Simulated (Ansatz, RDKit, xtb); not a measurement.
# C5H6BClO: which of the isomers drawn lies lowest?

Which of a sample of isomers of C5H6BClO is the most stable in the gas at 298.15 K, and what are its properties? The sample is small against all isomers, and the most stable one of this formula need not be in it.

Plan: many cheap relaxations first (GFN2-xTB), then density-functional screening, relaxation at PBE-D3(BJ)/def2-SVP, vibrations (at GFN2-xTB) and a final energy. The numbers are computed, not measured.

### 1 Candidates

Isomers were taken from a list of plausible structures; this is a sample, not all of them. That gives 10 candidates.

| label | SMILES | spin |
| --- | --- | --- |
| c118 | COC1=C(Cl)C=CB1 | singlet |
| c359 | COB1C=CC=C1Cl | singlet |
| c404 | COC1=CBC=C1Cl | singlet |
| c659 | COC1=CC=C(Cl)B1 | singlet |
| c668 | COC1=CC(Cl)=CB1 | singlet |
| c673 | COC1=CB(Cl)C=C1 | singlet |
| c716 | COC1=CC=CB1Cl | singlet |
| c831 | COB1C=CC(Cl)=C1 | singlet |
| c921 | COC1=CBC(Cl)=C1 | singlet |
| c963 | COC1=C(Cl)BC=C1 | singlet |

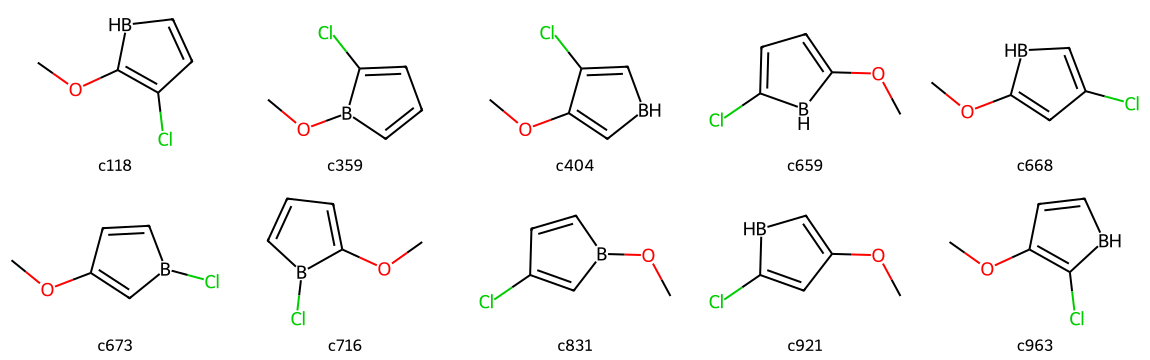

Structural formulas of the candidates.

Candidates are built by distance geometry, with a force field where one applies, in up to four conformers (letters a to d).

### 2 Cheap relaxation of all starts

All 17 starts are relaxed the same way. One of them, c659b (taken from a list of positional isomers, embedded by distance geometry and UFF), in full:

File start.xyz:

```xyz
14
c659b
C      0.966683     2.622409    -0.253946
C     -0.387815     0.550010     0.165747
C      0.656410    -0.315526     0.333725
C      0.138298    -1.664887     0.614732
C     -1.206991    -1.672958     0.641975
B     -1.675457    -0.237722     0.332826
Cl    -2.132400    -3.102617     0.942027
O     -0.313763     1.887433    -0.122571
H      0.744929     3.679379    -0.476900
H      1.538538     2.556893     0.702084
H      1.537958     2.138357    -1.122180
H      1.690437    -0.040454     0.271941
H      0.790092    -2.477627     0.787709
H     -2.819652     0.142591     0.264585
```

Run with:

```sh
$ xtb start.xyz --gfn 2 --opt
```

The log of the run, shortened:

```text
* xtb version 6.7.1
[...]
          :  # basis functions                  44          :
[...]
          :  # electrons                        42          :
[...]
          :  Hamiltonian                  GFN2-xTB          :
[...]
          :  net charge                          0          :
          :  unpaired electrons                  0          :
[...]
   *** convergence criteria satisfied after 18 iterations ***
[...]
   *** GEOMETRY OPTIMIZATION CONVERGED AFTER 7 ITERATIONS ***
[...]
   *** convergence criteria satisfied after 3 iterations ***
[...]
         ::                     SUMMARY                     ::
         :::::::::::::::::::::::::::::::::::::::::::::::::::::
         :: total energy             -23.541386020140 Eh    ::
         :: gradient norm              0.000697433723 Eh/a0 ::
         :: HOMO-LUMO gap              0.896413726015 eV    ::
         ::.................................................::
         :: SCC energy               -23.798852405246 Eh    ::
         :: -> isotropic ES            0.032758326120 Eh    ::
         :: -> anisotropic ES          0.003261795459 Eh    ::
         :: -> anisotropic XC          0.005244863836 Eh    ::
         :: -> dispersion             -0.010185621533 Eh    ::
         :: repulsion energy           0.257466385106 Eh    ::
         :: add. restraining           0.000000000000 Eh    ::
         :: total charge              -0.000000000000 e     ::
         :::::::::::::::::::::::::::::::::::::::::::::::::::::
[...]
        21        2.0000           -0.3610091              -9.8236 (HOMO)
        22                         -0.3280665              -8.9271 (LUMO)
[...]
     #   Z          covCN         q      C6AA      α(0)
     1   6          3.652     0.030    20.372     6.482
     2   6          2.816     0.058    26.677     8.463
     3   6          2.949    -0.091    30.293     9.027
     4   6          3.003    -0.028    28.696     8.787
     5   6          2.821    -0.008    28.208     8.702
     6   5          2.804     0.251    17.556     7.002
     7  17          0.928    -0.184   104.924    15.671
     8   8          1.704    -0.241    17.989     5.726
     9   1          0.925     0.066     2.135     2.285
    10   1          0.924     0.047     2.355     2.400
    11   1          0.924     0.047     2.355     2.400
    12   1          0.926     0.039     2.456     2.451
    13   1          0.926     0.057     2.238     2.339
    14   1          0.942    -0.044     3.935     3.101
[...]
molecular dipole:
                 x           y           z       tot (Debye)
 q only:        0.771       1.028      -0.217
   full:        1.071       0.859      -0.185       3.522
molecular quadrupole (traceless):
[...]
          | TOTAL ENERGY              -23.541386020140 Eh   |
          | GRADIENT NORM               0.000697433723 Eh/α |
          | HOMO-LUMO GAP               0.896413726015 eV   |
           -------------------------------------------------
[...]
```

Run time: 0.066 s. Hardware: 2 threads of Arm Neoverse V2, shared host.

### 3 Distinct minima at GFN2-xTB

17 of the 17 relaxations converged. 17 distinct structures remain:

| label | start | SMILES after | spin | energy (kcal/mol) |
| --- | --- | --- | --- | --- |
| c831a | drawn | COB1C=CC(Cl)=C1 | singlet | 0.0 |
| c359a | drawn | COB1C=CC=C1Cl | singlet | 0.8 |
| c673b | drawn | COC1=CB(Cl)C=C1 | singlet | 3.0 |
| c673a | drawn | COC1=CB(Cl)C=C1 | singlet | 5.8 |
| c716a | drawn | COC1=CC=CB1Cl | singlet | 9.3 |
| c921b | drawn | COC1=CBC(Cl)=C1 | singlet | 22.8 |
| c404a | drawn | COC1=CBC=C1Cl | singlet | 22.9 |
| c668b | drawn | COC1=CC(Cl)=CB1 | singlet | 24.6 |
| c921a | drawn | COC1=CBC(Cl)=C1 | singlet | 25.1 |
| c963b | drawn | COC1=C(Cl)BC=C1 | singlet | 26.7 |
| c668a | drawn | COC1=CC(Cl)=CB1 | singlet | 26.8 |
| c404b | drawn | COC1=CBC=C1Cl | singlet | 26.9 |
| c963a | drawn | COC1=C(Cl)BC=C1 | singlet | 28.8 |
| c659b | drawn | COC1=CC=C(Cl)B1 | singlet | 29.0 |
| c118b | drawn | COC1=C(Cl)C=CB1 | singlet | 29.7 |
| c118a | drawn | COC1=C(Cl)C=CB1 | singlet | 30.3 |
| c659a | drawn | COC1=CC=C(Cl)B1 | singlet | 30.9 |

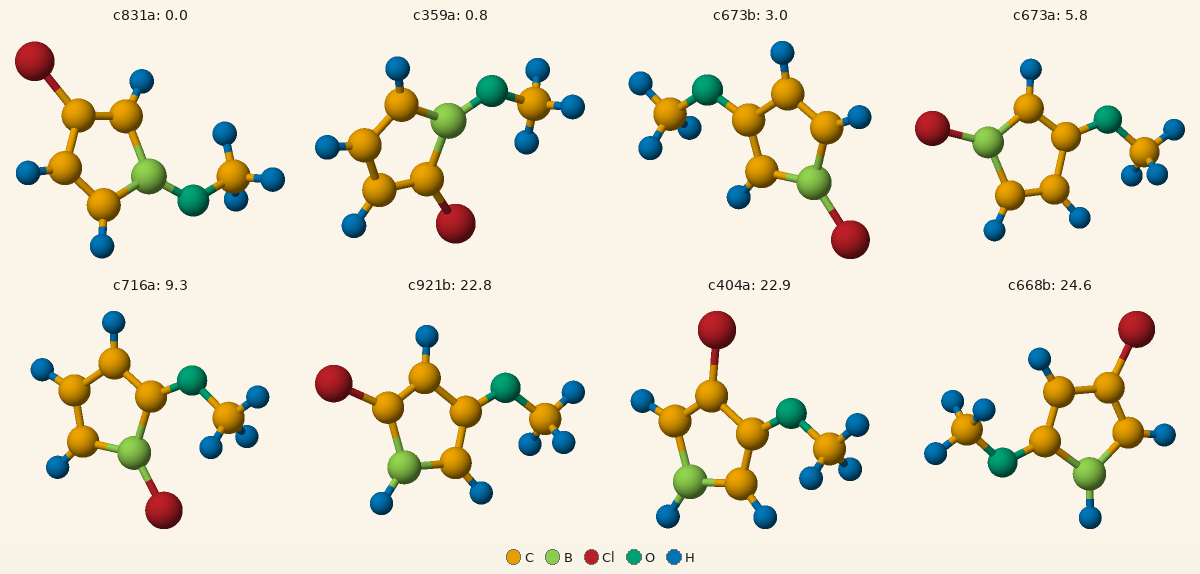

The 8 lowest minima that did not fall apart, with their GFN2-xTB energies in kcal/mol.

### 4 Screening with a density functional

A choice of the minima (the low ones first, few conformers of a pattern, up to a cap) and the lowest that fell apart get a single point at r2SCAN-D4/def2-SVP on the tight-binding geometry, and one at HF/STO-3G for comparison. Some singlets are also tried as triplets at the same geometry (label ending in t). Within 40 kcal/mol but not screened, among others: c659a. The first, c831a:

File input.yaml:

```yaml
crystal:
  periodic: [false, false, false]
  atoms:
    - {symbol: C, position_ang: [-1.118987, -2.372475, -0.031381]}
    - {symbol: C, position_ang: [-0.074671, 1.324961, -0.761719]}
    - {symbol: C, position_ang: [0.201901, 1.786322, -1.982928]}
    - {symbol: C, position_ang: [0.082412, 0.714372, -2.992259]}
    - {symbol: C, position_ang: [-0.270906, -0.466814, -2.476184]}
    - {symbol: B, position_ang: [-0.430914, -0.216518, -0.916532]}
    - {symbol: Cl, position_ang: [0.391882, 1.065815, -4.642977]}
    - {symbol: O, position_ang: [-0.782912, -1.011191, 0.075911]}
    - {symbol: H, position_ang: [-2.141534, -2.505208, 0.328236]}
    - {symbol: H, position_ang: [-0.443078, -2.945903, 0.607140]}
    - {symbol: H, position_ang: [-1.044084, -2.732759, -1.058813]}
    - {symbol: H, position_ang: [-0.047248, 1.939800, 0.121398]}
    - {symbol: H, position_ang: [0.480857, 2.787924, -2.265832]}
    - {symbol: H, position_ang: [-0.399596, -1.351812, -3.075459]}
basis:
  gaussian: {orbitals: def2-SVP}
hamiltonian: {xc: r2scan, dispersion: d4}
scf: {lower_state_search: off}
output: {orbitals: {seedname: orbitals}}
```

Run with:

```sh
$ ansatz run input.yaml --threads 2 --pin off --max-ram 5220MiB --events-out events.jsonl --progress --plain --runs-dir runs
```

The log of the run, shortened:

```text
Warning: RAYON_NUM_THREADS=2 ignored (pool sized by the plan → 2); use --threads N
Functional definition: r2SCAN
  name "r2SCAN"
[...]
1630 factors; their error is unknown
[...]
mean field -20513.35701740 eV, -753.8519659365 hartree, gradient 4.3e-6 eV, S^2 0.000000; 0 other end points of the search recorded, 0 dependent functions left out
reference -20513.35702807 eV, -753.8519663289 hartree; 33, 33 occupied and 113, 113 virtual orbitals, 1630 factors
Total energy: -20513.45458353 eV, -753.8555514256 hartree
Checks for a lower state left out: stability, starts, cluster_reference, orbital_swaps, neighbouring_geometries, increment
```

Wall time 3.6 s (2 threads of Arm Neoverse V2, shared host); peak memory 0.19 GiB.

Relative energies in kcal/mol, each column from its lowest structure that stays in one piece:

| label | SMILES | spin | GFN2-xTB | HF/STO-3G | r2SCAN-D4/def2-SVP |
| --- | --- | --- | --- | --- | --- |
| c831a | COB1C=CC(Cl)=C1 | singlet | 0.0 | 0.0 | 0.0 |
| c673b | COC1=CB(Cl)C=C1 | singlet | 3.0 | 6.1 | 0.2 |
| c359a | COB1C=CC=C1Cl | singlet | 0.8 | 0.2 | 2.8 |
| c673a | COC1=CB(Cl)C=C1 | singlet | 5.8 | 10.7 | 5.8 |
| c716a | COC1=CC=CB1Cl | singlet | 9.3 | 16.9 | 12.3 |
| c404a | COC1=CBC=C1Cl | singlet | 22.9 | 40.7 | 37.5 |
| c921b | COC1=CBC(Cl)=C1 | singlet | 22.8 | 40.0 | 38.0 |
| c359at | COB1C=CC=C1Cl | triplet | – | – | 39.2 |
| c673bt | COC1=CB(Cl)C=C1 | triplet | – | – | 39.4 |
| c831at | COB1C=CC(Cl)=C1 | triplet | – | – | 41.8 |
| c668b | COC1=CC(Cl)=CB1 | singlet | 24.6 | 46.2 | 42.6 |
| c921a | COC1=CBC(Cl)=C1 | singlet | 25.1 | 44.5 | 42.7 |
| c963b | COC1=C(Cl)BC=C1 | singlet | 26.7 | 41.8 | 44.7 |
| c404b | COC1=CBC=C1Cl | singlet | 26.9 | 48.3 | 45.6 |
| c668a | COC1=CC(Cl)=CB1 | singlet | 26.8 | 48.6 | 45.9 |
| c963a | COC1=C(Cl)BC=C1 | singlet | 28.8 | 44.3 | 47.8 |
| c659b | COC1=CC=C(Cl)B1 | singlet | 29.0 | 45.9 | 49.7 |
| c118b | COC1=C(Cl)C=CB1 | singlet | 29.7 | 48.3 | 50.6 |
| c118a | COC1=C(Cl)C=CB1 | singlet | 30.3 | 48.5 | 50.7 |

Measured from c831a, GFN2-xTB misplaces c118b by 21 kcal/mol against r2SCAN-D4/def2-SVP, so minima dropped on its energies alone could hide the lowest isomer.

### 5 Relaxing the best candidates

4 candidates are relaxed at PBE-D3(BJ)/def2-SVP (chosen among the lowest in one piece, one conformer a pattern). The first, c831a:

input.yaml: that of step 4 with these lines changed.

```diff
@@ -18,5 +18,10 @@
 basis:
-  gaussian: {orbitals: def2-SVP}
-hamiltonian: {xc: r2scan, dispersion: d4}
-scf: {lower_state_search: off}
-output: {orbitals: {seedname: orbitals}}
+  gaussian:
+    orbitals: def2-SVP
+hamiltonian:
+  xc: {name: PBE}
+  dispersion: d3bj
+relax:
+  f_tol: 0.006
+scf:
+  lower_state_search: off
```

Run with:

```sh
$ ansatz run input.yaml --threads 2 --pin off --max-ram 5220MiB --events-out events.jsonl --progress --plain --runs-dir runs
```

The log of the run, shortened:

```text
Warning: RAYON_NUM_THREADS=2 ignored (pool sized by the plan → 2); use --threads N
[...]
Functional definition: PBE
  name "PBE"
[...]
1630 factors; their error is unknown
[...]
mean field -20503.55352590 eV, -753.4916942690 hartree, gradient 1.6e-6 eV, S^2 0.000000; 0 other end points of the search recorded, 0 dependent functions left out
[...]
reference -20503.55356362 eV, -753.4916956554 hartree; 33, 33 occupied and 113, 113 virtual orbitals, 1630 factors
relax step   1: F+E_penalty+E_count = -20503.91733505 eV  Δ(F+E_penalty+E_count) = +0.000e0 eV  max|allowed force component| = 1.437e0 eV/Å  Δτ_max = 0.0000 Å  (24 SCF iters, accepted)
[...]
relax step   7: F+E_penalty+E_count = -20504.06090454 eV  Δ(F+E_penalty+E_count) = -1.256e-5 eV  max|allowed force component| = 7.234e-3 eV/Å  Δτ_max = 0.0032 Å  (14 SCF iters, accepted)
[...]
Atom 5 at    -0.438448    -0.185961    -0.918691 Å, force     0.000510    -0.000547    -0.000755 eV/Å
Atom 6 at     0.405133     1.039899    -4.654322 Å, force     0.000033     0.000176    -0.000127 eV/Å
Atom 7 at    -0.789048    -0.994761     0.108911 Å, force    -0.000763    -0.000492    -0.000308 eV/Å
Atom 8 at    -2.145665    -2.539529     0.316983 Å, force     0.000069    -0.000073     0.000258 eV/Å
Atom 9 at    -0.421811    -2.972514     0.580262 Å, force     0.000130    -0.000174    -0.000173 eV/Å
Atom 10 at    -1.034597    -2.705165    -1.099337 Å, force    -0.000279    -0.000152    -0.000229 eV/Å
Atom 11 at    -0.052072     1.985804     0.166161 Å, force     0.000050     0.000499     0.000002 eV/Å
Atom 12 at     0.509157     2.817119    -2.291573 Å, force     0.000084     0.000355    -0.000011 eV/Å
Atom 13 at    -0.433607    -1.408021    -3.070157 Å, force     0.000011     0.000469     0.000376 eV/Å
Dipole moment:    -0.104278    -0.319619     0.166845 e Å
Checks for a lower state left out: stability, starts, cluster_reference, orbital_swaps, neighbouring_geometries, increment
```

Run time: 19 s. Hardware: 2 threads of Arm Neoverse V2, shared host; peak memory 0.19 GiB.

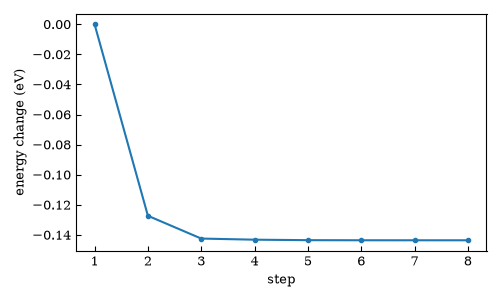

Energy along the run, all evaluated steps.

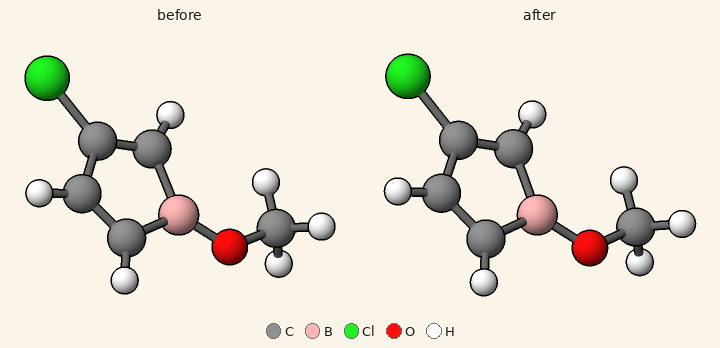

Before and after, at one scale.

After the run. Bond lengths: C2–C3 1.354 Å, C3–C4 1.507 Å, C4–C5 1.358 Å, C2–B6 1.595 Å, C5–B6 1.584 Å, C4–Cl7 1.734 Å, C1–O8 1.419 Å, B6–O8 1.354 Å, C1–H9 1.109 Å, C1–H10 1.109 Å, C1–H11 1.110 Å, C2–H12 1.099 Å, C3–H13 1.101 Å, C5–H14 1.097 Å. Some angles: C2–C3–C4 110.6°, C3–C2–B6 105.2°, C3–C4–C5 114.6°, C3–C4–Cl7 118.6°, C5–C4–Cl7 126.8°, C4–C5–B6 102.9°, C2–B6–C5 106.7°, C2–B6–O8 123.3°, C5–B6–O8 130.1°, C1–O8–B6 123.7°.

### 6 The relaxed candidates

| label | spin | r2SCAN-D4/def2-SVP (kcal/mol) | PBE-D3(BJ)/def2-SVP, relaxed (kcal/mol) | time |
| --- | --- | --- | --- | --- |
| c673b | singlet | 0.2 | 0.0 | 17 s |
| c831a | singlet | 0.0 | 0.1 | 19 s |
| c359a | singlet | 2.8 | 2.6 | 21 s |
| c716a | singlet | 12.3 | 11.0 | 20 s |

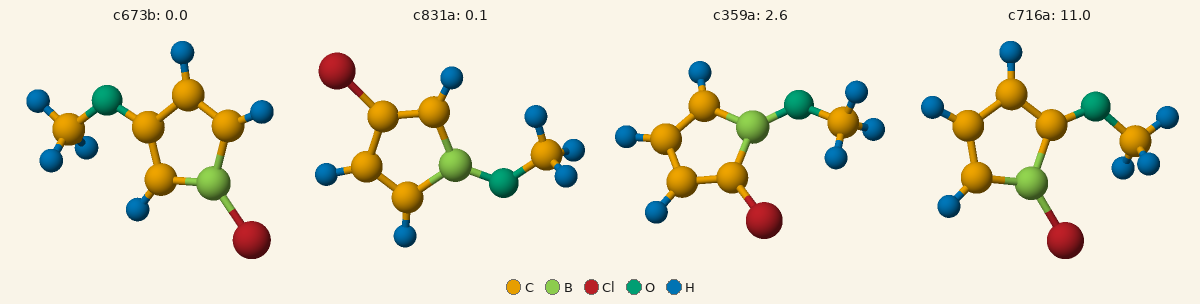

The relaxed structures, with energies at PBE-D3(BJ)/def2-SVP in kcal/mol.

### 7 Are they minima? Harmonic frequencies

The lowest few go on as finalists. In this search the thermal terms come from GFN2-xTB at its own nearest minimum. The first, c673b:

File start.xyz:

```xyz
14
c673b
C     -1.467368     1.804730     1.937140
C     -0.315585     1.367563    -0.069536
C      0.340116     0.226185     0.325330
C      0.845242     0.910984    -2.066627
C     -0.017623     1.779646    -1.494087
B      1.146859    -0.169891    -0.927477
Cl     2.218983    -1.557733    -1.108647
O     -1.163633     2.163779     0.591694
H     -2.173371     2.564568     2.317515
H     -0.547427     1.798350     2.559920
H     -1.936268     0.798492     1.979605
H      0.266788    -0.244416     1.311974
H      1.217616     0.990784    -3.097272
H     -0.483153     2.679223    -1.927249
```

Run with:

```sh
$ xtb start.xyz --gfn 2 --ohess tight
```

The log of the run, shortened:

```text
* xtb version 6.7.1
[...]
          :  # basis functions                  44          :
[...]
          :  # electrons                        42          :
[...]
          :  Hamiltonian                  GFN2-xTB          :
[...]
          :  net charge                          0          :
          :  unpaired electrons                  0          :
[...]
   *** convergence criteria satisfied after 15 iterations ***
[...]
   *** GEOMETRY OPTIMIZATION CONVERGED AFTER 7 ITERATIONS ***
[...]
   *** convergence criteria satisfied after 3 iterations ***
[...]
         ::                     SUMMARY                     ::
         :::::::::::::::::::::::::::::::::::::::::::::::::::::
         :: total energy             -23.582815863004 Eh    ::
         :: gradient norm              0.000147780565 Eh/a0 ::
         :: HOMO-LUMO gap              1.897470706624 eV    ::
         ::.................................................::
         :: SCC energy               -23.852764838309 Eh    ::
         :: -> isotropic ES            0.041191194690 Eh    ::
         :: -> anisotropic ES          0.003516475630 Eh    ::
         :: -> anisotropic XC          0.005319121907 Eh    ::
         :: -> dispersion             -0.010249377781 Eh    ::
         :: repulsion energy           0.269948975305 Eh    ::
         :: add. restraining           0.000000000000 Eh    ::
         :: total charge              -0.000000000000 e     ::
         :::::::::::::::::::::::::::::::::::::::::::::::::::::
[...]
        21        2.0000           -0.3730726             -10.1518 (HOMO)
        22                         -0.3033416              -8.2543 (LUMO)
[...]
molecular dipole:
                 x           y           z       tot (Debye)
 q only:       -0.565       0.475       0.536
   full:       -0.624       0.511       0.617       2.582
molecular quadrupole (traceless):
[...]
          | TOTAL ENERGY              -23.582815863052 Eh   |
          | TOTAL ENTHALPY            -23.473869656971 Eh   |
          | TOTAL FREE ENERGY         -23.516217080450 Eh   |
          | GRADIENT NORM               0.000148367887 Eh/α |
[...]
```

Wall time 0.27 s (2 threads of Arm Neoverse V2, shared host).

### 8 Thermal terms of the finalists

As xtb prints them, at 298.15 K, with its own treatment of low modes:

| label | SMILES | spin | lowest mode (cm⁻¹) | zero-point (kcal/mol) | G − E (kcal/mol) |
| --- | --- | --- | --- | --- | --- |
| c673b | COC1=CB(Cl)C=C1 | singlet | 83 | 62.7 | 41.8 |
| c831a | COB1C=CC(Cl)=C1 | singlet | 71 | 62.4 | 41.3 |
| c359a | COB1C=CC=C1Cl | singlet | 75 | 62.5 | 41.3 |
| c716a | COC1=CC=CB1Cl | singlet | 59 | 62.3 | 41.4 |

### 9 The final energy

Each finalist gets a single point at CCSD(T)/def2-SVP + MP2/def2-TZVPP - MP2/def2-SVP.

c673b, CCSD(T)/def2-SVP:

File input.yaml:

```yaml
crystal:
  periodic: [false, false, false]
  atoms:
    - {symbol: C, position_ang: [-1.467368, 1.804730, 1.937140]}
    - {symbol: C, position_ang: [-0.315585, 1.367563, -0.069536]}
    - {symbol: C, position_ang: [0.340116, 0.226185, 0.325330]}
    - {symbol: C, position_ang: [0.845242, 0.910984, -2.066627]}
    - {symbol: C, position_ang: [-0.017623, 1.779646, -1.494087]}
    - {symbol: B, position_ang: [1.146859, -0.169891, -0.927477]}
    - {symbol: Cl, position_ang: [2.218983, -1.557733, -1.108647]}
    - {symbol: O, position_ang: [-1.163633, 2.163779, 0.591694]}
    - {symbol: H, position_ang: [-2.173371, 2.564568, 2.317515]}
    - {symbol: H, position_ang: [-0.547427, 1.798350, 2.559920]}
    - {symbol: H, position_ang: [-1.936268, 0.798492, 1.979605]}
    - {symbol: H, position_ang: [0.266788, -0.244416, 1.311974]}
    - {symbol: H, position_ang: [1.217616, 0.990784, -3.097272]}
    - {symbol: H, position_ang: [-0.483153, 2.679223, -1.927249]}
basis:
  gaussian: {orbitals: def2-SVP}
correlation: {method: ccsd_t, frozen_orbitals: {B: 1, C: 1, Cl: 5, O: 1, H: 0}}
```

Run with:

```sh
$ ansatz run input.yaml --threads 2 --pin off --max-ram 5220MiB --events-out events.jsonl --progress --plain --runs-dir runs
```

The log of the run, shortened:

```text
Warning: RAYON_NUM_THREADS=2 ignored (pool sized by the plan → 2); use --threads N
Functional definition: HF
  name "HF"
[...]
1479 factors; integrals over basis functions are off by at most 1.2e-3 eV
[...]
mean field -20449.86854237 eV, -751.5188075135 hartree, gradient 7.1e-6 eV, S^2 0.000000; 0 other end points of the search recorded, 0 dependent functions left out; unrestricted orbitals would lower it
12 core orbitals not correlated: weight in the atoms' cores, before any rotation towards them, 1.000 or more for the frozen orbitals, at most 0.000 for the correlated occupied ones
reference -20449.86854237 eV, -751.5188075135 hartree; 21, 21 occupied and 113, 113 virtual orbitals, 1479 factors
second order -28.46524180 eV of doubles, -0.00000000 eV of singles
cycle   1  -29.17227340 eV  change   -7.1e-1 eV  update   1.3e-1
[...]
cycle  11  -30.14273260 eV  change    2.7e-5 eV  update   4.4e-5
perturbative correction -1.12541439 eV, -0.0413582160 hartree
Total energy: -20481.13668937 eV, -752.6678907212 hartree
```

It took 64 s on 2 threads of Arm Neoverse V2, shared host; peak memory 1.3 GiB.

[end of part 1 of 2]
